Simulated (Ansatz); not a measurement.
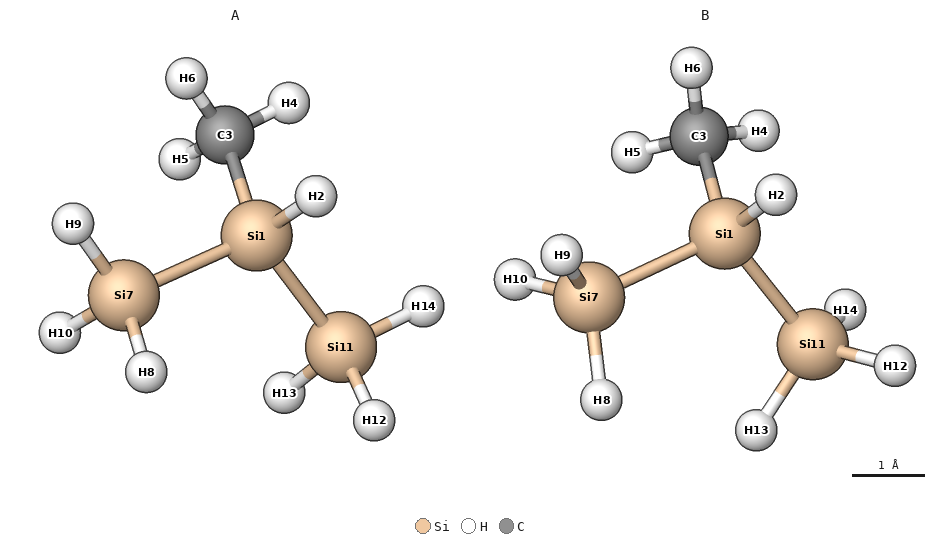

Two geometries of CH$_{10}$Si$_{3}$, drawn at one scale. One is the start of a relaxation, the other its converged end. The picture is a ball-and-stick view, seen from a free direction.

Theory: Ansatz 0.2.0, RKS B3LYP-D4/STO-3G. Set-up: no spin polarisation; force threshold 0.02 eV/Å; at most 40 steps.

> Which of the two is the end point?

Structure A is the relaxed one. The run prepares the start of a later molecular dynamics calculation, from a guessed geometry. H13 moves most after the best rigid fit: 1.14 Å. By element the largest moves are H 1.14 Å, Si 0.22 Å, C 0.06 Å. Among the contacts that change: Si1–Si11 2.218 → 2.257 Å, Si1–C3 1.870 → 1.887 Å, Si11–H13 1.460 → 1.445 Å, Si11–H12 1.460 → 1.445 Å. Among the angles between lasting bonds that change: Si7–Si1–Si11 109.5° → 112.4°, H2–Si1–C3 109.4° → 107.2°, Si1–C3–H5 109.5° → 111.6°. Groups turn about Si1–Si11 by about 45°, Si1–Si7 by about 35°, Si1–C3 by about 30°. Over 18 accepted moves (20 points after the start) the energy falls by 20.1 kJ/mol. The largest force component goes from 0.69 to 0.0016 eV/Å. The line search rejected the trial steps at points 5, 6 of the run. The forces were under the threshold at step 7, but the run went on from there.

Limits of the set-up: STO-3G is a minimal basis, so the numbers are rough.
